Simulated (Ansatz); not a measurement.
**C2H10AlN: molecular dynamics (part 2 of 2)**

Continued. System: C2H10AlN, SMILES [CH3][AlH-]([CH3])[NH3+]. Method: RKS BLYP-d4/def2-SVP (Ansatz 0.2.0). The geometry comes from this level: PBE0-D4/def2-TZVP.

Geometry of the input (Å):
```
C  -0.9305  1.0520  -1.2942
Al -0.4874  0.1558  0.4117
C  1.1719  0.7030  1.3375
N  0.0558  -1.7224  -0.2717
H  -1.7404  0.5567  -1.8417
H  -1.2656  2.0800  -1.1169
H  -0.0712  1.1225  -1.9717
H  -1.7234  -0.3070  1.3378
H  1.0555  1.6946  1.7887
H  1.4511  0.0269  2.1536
H  2.0316  0.7734  0.6606
H  0.3061  -2.3258  0.5048
H  -0.7155  -2.1585  -0.7662
H  0.8488  -1.6804  -0.9036
```

### Trajectory as extended XYZ, continued
```
14
Properties=species:S:1:pos:R:3:forces:R:3 step=7 time_fs=7.0 energy=-10317.82543 temperature=204.2
C    -0.9477    1.0694   -1.3298    1.0203   0.7902  -0.1609
Al   -0.4986    0.1777    0.4261   -0.1276  -0.5732  -0.1588
C     1.1958    0.6676    1.3538   -0.1516   1.9785   0.1316
N     0.0611   -1.7562   -0.2663    0.2807   1.0529  -0.0791
H    -1.7971    0.5672   -1.8712    0.2639   0.4078   0.2148
H    -1.2360    2.1941   -1.0716    0.5532  -1.7544  -0.8649
H     0.0121    0.9977   -2.0372   -1.6410   0.5516   1.0426
H    -1.7573   -0.3933    1.2750    0.0589   0.2393   0.1320
H     1.0224    1.7787    1.6591   -0.2482  -1.2396   0.4973
H     1.4929    0.0563    2.2509    0.0116   0.4808  -0.3924
H     2.0692    0.9696    0.7259    0.1682  -0.9763  -0.1832
H     0.4259   -2.4291    0.3886    0.6109  -0.3973   0.8837
H    -0.6741   -2.2567   -0.7201   -1.3120  -0.5098  -0.7645
H     0.7680   -1.6023   -0.9842    0.5128  -0.0504  -0.2983
14
Properties=species:S:1:pos:R:3:forces:R:3 step=8 time_fs=8.0 energy=-10317.75761 temperature=165.2
C    -0.9495    1.0702   -1.3336    1.1802   0.9565  -0.1330
Al   -0.5004    0.1802    0.4279   -0.0938  -0.6294  -0.1494
C     1.2012    0.6668    1.3542   -0.9636   1.8268   0.5499
N     0.0619   -1.7622   -0.2666    0.1505   1.6141   0.2003
H    -1.8034    0.5779   -1.8706    0.2248   0.3560   0.1618
H    -1.2281    2.2054   -1.0820    0.5540  -1.8742  -0.8482
H     0.0157    0.9966   -2.0448   -1.7421   0.5282   1.1009
H    -1.7619   -0.3994    1.2714    0.0813   0.2686   0.1232
H     1.0051    1.7723    1.6655   -0.1825  -1.1968   0.4317
H     1.5027    0.0757    2.2548   -0.0039   0.3107  -0.2489
H     2.0563    0.9577    0.7478    0.8635  -0.6767  -0.7153
H     0.4483   -2.4280    0.3643    0.7994  -0.7742   1.3034
H    -0.6640   -2.2606   -0.7117   -1.7892  -0.8239  -1.0002
H     0.7496   -1.6005   -0.9823    0.9213   0.1143  -0.7763
14
Properties=species:S:1:pos:R:3:forces:R:3 step=9 time_fs=9.0 energy=-10317.85594 temperature=225.5
C    -0.9503    1.0719   -1.3376    1.1966   0.8748   0.0222
Al   -0.5023    0.1825    0.4297   -0.0557  -0.6891  -0.1549
C     1.2058    0.6675    1.3550   -1.6219   1.5361   0.7709
N     0.0628   -1.7671   -0.2669   -0.1303   1.2390   0.2097
H    -1.8076    0.5920   -1.8683    0.1186   0.2449   0.0814
H    -1.2148    2.1988   -1.1005    0.4623  -1.6355  -0.7242
H     0.0026    1.0006   -2.0419   -1.5402   0.4579   0.9502
H    -1.7658   -0.4028    1.2690    0.0948   0.2908   0.1198
H     0.9862    1.7545    1.6760   -0.1145  -0.9328   0.3765
H     1.5125    0.0981    2.2563    0.0008   0.0715  -0.0340
H     2.0515    0.9393    0.7628    1.3911  -0.3834  -1.1262
H     0.4784   -2.4344    0.3525    0.6350  -0.6245   1.1352
H    -0.6709   -2.2724   -0.7128   -1.3925  -0.6224  -0.7221
H     0.7400   -1.5975   -0.9878    0.9559   0.1725  -0.9045
14
Properties=species:S:1:pos:R:3:forces:R:3 step=10 time_fs=10.0 energy=-10318.04626 temperature=340.2
C    -0.9502    1.0742   -1.3415    0.9962   0.4724   0.3227
Al   -0.5042    0.1845    0.4315   -0.0157  -0.7499  -0.1780
C     1.2091    0.6694    1.3565   -1.7647   1.1835   0.6110
N     0.0637   -1.7711   -0.2670   -0.2594   0.2755  -0.0822
H    -1.8106    0.6084   -1.8653   -0.0231   0.0984  -0.0065
H    -1.1971    2.1765   -1.1259    0.2733  -0.9849  -0.4927
H    -0.0252    1.0090   -2.0298   -0.9889   0.3346   0.5526
H    -1.7687   -0.4035    1.2678    0.0977   0.3043   0.1220
H     0.9661    1.7277    1.6900   -0.0551  -0.4609   0.3388
H     1.5224    0.1211    2.2575    0.0162  -0.1902   0.1911
H     2.0601    0.9172    0.7670    1.4133  -0.2075  -1.1767
H     0.5145   -2.4467    0.3515    0.1607  -0.0749   0.5408
H    -0.6912   -2.2902   -0.7209   -0.4341  -0.0925  -0.1395
H     0.7395   -1.5930   -1.0019    0.5836   0.0921  -0.6034
14
Properties=species:S:1:pos:R:3:forces:R:3 step=11 time_fs=11.0 energy=-10318.13778 temperature=394.8
C    -0.9492    1.0769   -1.3452    0.4861  -0.3289   0.8042
Al   -0.5061    0.1863    0.4331    0.0270  -0.8022  -0.2159
C     1.2111    0.6723    1.3584   -1.2889   0.7573   0.1007
N     0.0644   -1.7750   -0.2671   -0.1117  -0.6197  -0.5153
H    -1.8139    0.6258   -1.8624   -0.1551  -0.0506  -0.0792
H    -1.1767    2.1448   -1.1561   -0.0146   0.1210  -0.1652
H    -0.0625    1.0205   -2.0125   -0.0412   0.1549  -0.1382
H    -1.7707   -0.4013    1.2677    0.0901   0.3081   0.1279
H     0.9455    1.6965    1.7074   -0.0145   0.1636   0.3240
H     1.5323    0.1424    2.2605    0.0221  -0.4143   0.3397
H     2.0823    0.8931    0.7600    0.8581  -0.1462  -0.8171
H     0.5522   -2.4597    0.3558   -0.3876   0.5134  -0.1011
H    -0.7156   -2.3088   -0.7303    0.5086   0.4115   0.4032
H     0.7446   -1.5875   -1.0218    0.0216  -0.0680  -0.0677
14
Properties=species:S:1:pos:R:3:forces:R:3 step=12 time_fs=12.0 energy=-10318.02914 temperature=330.1
C    -0.9479    1.0794   -1.3482   -0.2958  -1.4024   1.4332
Al   -0.5080    0.1878    0.4347    0.0773  -0.8347  -0.2620
C     1.2119    0.6758    1.3604   -0.4788   0.2490  -0.4689
N     0.0649   -1.7793   -0.2676    0.1747  -1.1089  -0.9020
H    -1.8186    0.6427   -1.8602   -0.2329  -0.1687  -0.1190
H    -1.1565    2.1142   -1.1879   -0.3495   1.4968   0.1908
H    -0.1002    1.0336   -1.9965    1.1660  -0.0596  -1.0391
H    -1.7719   -0.3961    1.2688    0.0737   0.3021   0.1354
H     0.9247    1.6669    1.7278    0.0176   0.7916   0.3137
H     1.5425    0.1597    2.2668   -0.0060  -0.5492   0.3386
H     2.1126    0.8676    0.7451    0.0195  -0.0995  -0.2502
H     0.5862   -2.4678    0.3590   -0.8133   0.8969  -0.5416
H    -0.7352   -2.3235   -0.7359    1.1214   0.7066   0.7377
H     0.7500   -1.5827   -1.0424   -0.4740  -0.2200   0.4336
14
Properties=species:S:1:pos:R:3:forces:R:3 step=13 time_fs=13.0 energy=-10317.84490 temperature=222.0
C    -0.9468    1.0807   -1.3501   -0.9813  -2.1868   1.9422
Al   -0.5099    0.1890    0.4362    0.1399  -0.8413  -0.3051
C     1.2124    0.6795    1.3620    0.2694  -0.2055  -0.7896
N     0.0657   -1.7843   -0.2687    0.4430  -1.1532  -1.1336
H    -1.8256    0.6580   -1.8592   -0.2335  -0.2356  -0.1215
H    -1.1397    2.0979   -1.2178   -0.5863   2.5013   0.4417
H    -0.1268    1.0461   -1.9904    2.0944  -0.2486  -1.7573
H    -1.7723   -0.3881    1.2712    0.0508   0.2873   0.1424
H     0.9042    1.6448    1.7513    0.0867   1.1956   0.2515
H     1.5527    0.1717    2.2763   -0.0798  -0.5777   0.1769
H     2.1432    0.8412    0.7279   -0.7450   0.0015   0.2786
H     0.6124   -2.4673    0.3571   -1.0310   1.0069  -0.7062
H    -0.7441   -2.3315   -0.7344    1.3372   0.7628   0.8438
H     0.7507   -1.5800   -1.0588   -0.7645  -0.3066   0.7360
14
Properties=species:S:1:pos:R:3:forces:R:3 step=14 time_fs=14.0 energy=-10317.81489 temperature=202.6
C    -0.9465    1.0803   -1.3504   -1.0422  -2.0019   1.8882
Al   -0.5117    0.1899    0.4376    0.2155  -0.8227  -0.3320
C     1.2132    0.6830    1.3631    0.7055  -0.4219  -0.7369
N     0.0667   -1.7901   -0.2706    0.6261  -0.7860  -1.1701
H    -1.8348    0.6711   -1.8593   -0.1618  -0.2492  -0.0933
H    -1.1284    2.1056   -1.2436   -0.5836   2.4005   0.4991
H    -0.1333    1.0562   -2.0011    2.0787  -0.3552  -1.7618
H    -1.7722   -0.3772    1.2750    0.0241   0.2654   0.1477
H     0.8844    1.6342    1.7772    0.2418   1.2129   0.0783
H     1.5621    0.1782    2.2875   -0.1885  -0.5223  -0.0850
H     2.1666    0.8147    0.7133   -1.2493   0.1537   0.6400
H     0.6288   -2.4572    0.3484   -1.0086   0.8458  -0.5897
H    -0.7402   -2.3321   -0.7248    1.1535   0.5857   0.7368
H     0.7442   -1.5803   -1.0682   -0.8111  -0.3047   0.7785
14
Properties=species:S:1:pos:R:3:forces:R:3 step=15 time_fs=15.0 energy=-10317.93451 temperature=270.0
C    -0.9471    1.0782   -1.3492   -0.4514  -0.8991   1.1794
Al   -0.5135    0.1905    0.4388    0.3004  -0.7818  -0.3347
C     1.2144    0.6862    1.3635    0.7684  -0.3691  -0.3782
N     0.0681   -1.7965   -0.2733    0.7139  -0.0274  -1.0005
H    -1.8456    0.6817   -1.8603   -0.0358  -0.2192  -0.0428
H    -1.1227    2.1363   -1.2646   -0.3802   1.2668   0.4318
H    -0.1199    1.0629   -2.0287    1.1488  -0.3868  -1.0246
H    -1.7720   -0.3639    1.2802   -0.0035   0.2378   0.1499
H     0.8669    1.6352    1.8038    0.4777   0.8854  -0.2023
H     1.5696    0.1797    2.2980   -0.3054  -0.4262  -0.3552
H     2.1781    0.7897    0.7048   -1.4549   0.3255   0.8033
H     0.6355   -2.4390    0.3340   -0.7262   0.4304  -0.1989
H    -0.7252   -2.3272   -0.7082    0.5632   0.1734   0.4278
H     0.7299   -1.5834   -1.0701   -0.6150  -0.2097   0.5450
14
Properties=species:S:1:pos:R:3:forces:R:3 step=16 time_fs=16.0 energy=-10317.98388 temperature=298.8
C    -0.9479    1.0755   -1.3471    0.2919   0.4026   0.2211
Al   -0.5151    0.1908    0.4400    0.3879  -0.7211  -0.3157
C     1.2163    0.6891    1.3636    0.5042  -0.1728   0.1342
N     0.0701   -1.8029   -0.2767    0.6917   1.0292  -0.6435
H    -1.8567    0.6903   -1.8617    0.1197  -0.1628   0.0217
H    -1.1207    2.1791   -1.2814   -0.1357  -0.1244   0.3582
H    -0.0956    1.0659   -2.0662   -0.0101  -0.3825  -0.0582
H    -1.7717   -0.3482    1.2869   -0.0294   0.2063   0.1475
H     0.8540    1.6446    1.8286    0.7290   0.4078  -0.5152
H     1.5743    0.1772    2.3050   -0.4023  -0.3310  -0.5558
H     2.1757    0.7678    0.7040   -1.3691   0.4897   0.7686
H     0.6353   -2.4167    0.3177   -0.2084  -0.1753   0.4121
H    -0.7048   -2.3205   -0.6874   -0.3621  -0.4306  -0.0305
H     0.7097   -1.5886   -1.0668   -0.2073  -0.0350   0.0556
14
Properties=species:S:1:pos:R:3:forces:R:3 step=17 time_fs=17.0 energy=-10317.87564 temperature=235.8
C    -0.9486    1.0730   -1.3447    0.8150   1.3693  -0.5946
Al   -0.5166    0.1909    0.4410    0.4695  -0.6466  -0.2849
C     1.2186    0.6918    1.3638   -0.0317   0.0309   0.6782
N     0.0725   -1.8086   -0.2806    0.4919   2.0249  -0.1937
H    -1.8667    0.6973   -1.8629    0.2696  -0.1026   0.0882
H    -1.1199    2.2208   -1.2949    0.0493  -1.1956   0.3234
H    -0.0713    1.0653   -2.1042   -0.8879  -0.3637   0.7179
H    -1.7718   -0.3306    1.2950   -0.0509   0.1725   0.1400
H     0.8481    1.6580    1.8484    0.9238  -0.0337  -0.7741
H     1.5751    0.1714    2.3067   -0.4585  -0.2659  -0.6413
H     2.1601    0.7506    0.7106   -0.9925   0.6280   0.5304
H     0.6331   -2.3960    0.3054    0.3757  -0.7705   1.0407
H    -0.6879   -2.3180   -0.6669   -1.2795  -1.0164  -0.4551
H     0.6875   -1.5941   -1.0630    0.3061   0.1694  -0.5752
14
Properties=species:S:1:pos:R:3:forces:R:3 step=18 time_fs=18.0 energy=-10317.74727 temperature=159.9
C    -0.9486    1.0717   -1.3429    1.0669   1.8912  -1.1294
Al   -0.5179    0.1907    0.4420    0.5366  -0.5669  -0.2560
C     1.2209    0.6946    1.3646   -0.7945   0.1751   1.1905
N     0.0753   -1.8129   -0.2846    0.0669   2.3634   0.1718
H    -1.8741    0.7034   -1.8633    0.3762  -0.0598   0.1426
H    -1.1187    2.2510   -1.3052    0.1585  -1.8091   0.3196
H    -0.0555    1.0612   -2.1354   -1.3757  -0.3365   1.1932
H    -1.7723   -0.3113    1.3044   -0.0658   0.1383   0.1280
H     0.8510    1.6710    1.8608    1.0209  -0.3382  -0.9244
H     1.5716    0.1631    2.3022   -0.4628  -0.2465  -0.5975
H     2.1350    0.7394    0.7222   -0.3367   0.7259   0.0897
H     0.6344   -2.3827    0.3030    0.6950  -1.0283   1.3231
H    -0.6832   -2.3253   -0.6508   -1.5941  -1.2124  -0.5734
H     0.6683   -1.5980   -1.0647    0.7087   0.3038  -1.0777
14
Properties=species:S:1:pos:R:3:forces:R:3 step=19 time_fs=19.0 energy=-10317.74506 temperature=157.5
C    -0.9478    1.0719   -1.3420    1.1264   2.0378  -1.3858
Al   -0.5191    0.1903    0.4428    0.5811  -0.4883  -0.2418
C     1.2226    0.6975    1.3663   -1.6595   0.2404   1.5937
N     0.0781   -1.8156   -0.2884   -0.4022   1.7983   0.3075
H    -1.8779    0.7089   -1.8623    0.4116  -0.0475   0.1741
H    -1.1160    2.2640   -1.3125    0.2060  -2.0185   0.3308
H    -0.0528    1.0538   -2.1552   -1.5357  -0.3037   1.4020
H    -1.7734   -0.2906    1.3150   -0.0717   0.1048   0.1120
H     0.8636    1.6809    1.8643    1.0066  -0.4664  -0.9417
H     1.5635    0.1525    2.2921   -0.4125  -0.2754  -0.4365
H     2.1067    0.7351    0.7348    0.4871   0.7692  -0.4829
H     0.6425   -2.3792    0.3133    0.5315  -0.7729   1.0218
H    -0.6937   -2.3441   -0.6402   -1.0426  -0.8454  -0.3187
H     0.6558   -1.5989   -1.0767    0.7737   0.2675  -1.1345
14
Properties=species:S:1:pos:R:3:forces:R:3 step=20 time_fs=20.0 energy=-10317.85248 temperature=223.6
C    -0.9460    1.0737   -1.3421    1.0525   1.8605  -1.3814
Al   -0.5200    0.1898    0.4436    0.5967  -0.4101  -0.2494
C     1.2229    0.7006    1.3693   -2.3167   0.2098   1.7032
N     0.0806   -1.8171   -0.2921   -0.6310   0.7883   0.2051
H    -1.8778    0.7139   -1.8596    0.3637  -0.0694   0.1787
H    -1.1112    2.2576   -1.3167    0.2028  -1.8683   0.3484
H    -0.0649    1.0436   -2.1615   -1.4234  -0.2698   1.3781
H    -1.7753   -0.2690    1.3267   -0.0666   0.0723   0.0918
H     0.8860    1.6862    1.8589    0.8815  -0.3989  -0.8148
H     1.5516    0.1392    2.2777   -0.3140  -0.3407  -0.1953
H     2.0831    0.7382    0.7427    1.1771   0.7440  -0.9737
H     0.6556   -2.3831    0.3334    0.0457  -0.2009   0.3140
H    -0.7143   -2.3711   -0.6326   -0.0484  -0.1744   0.0698
H     0.6507   -1.5973   -1.0996    0.4801   0.0575  -0.6744
```

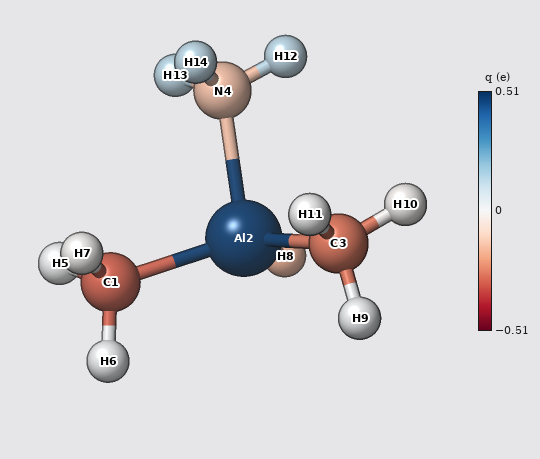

*Mulliken charges, as the colour of each atom (ball-and-stick view, seen at a tilt; atoms are numbered from 1 in the order of the input).*

By element: C −0.30 to −0.27, Al +0.49, N −0.15 and H −0.19 to +0.14 e.

### Summary

| quantity | value |
| --- | --- |
| outcome | finished |
| mean temperature over the second half | 258 K |
| trajectory | 20 steps, 20 fs |
| ensemble | nvt_nose_hoover |
| temperature in the input | 500 K |
| time step | 1 fs |
| potential energy (last step) | −10317.8528 eV |
| mean-field energy (last step) | −10317.3726 eV |
| dispersion energy (last step) | −0.4803 eV |
| SCF solution under orbital rotations (last step) | stable |
| largest force (length of the vector) (last step) | 2.883 eV/Å |
| dipole moment (last step) | 4.87 D |
| wall time | 20 s (CPU time 73 s) |
| peak memory | 0.51 GiB |

So short a trajectory is not equilibrated. The temperature stays far from the 500 K of the thermostat over the second half: the run isn't equilibrated.
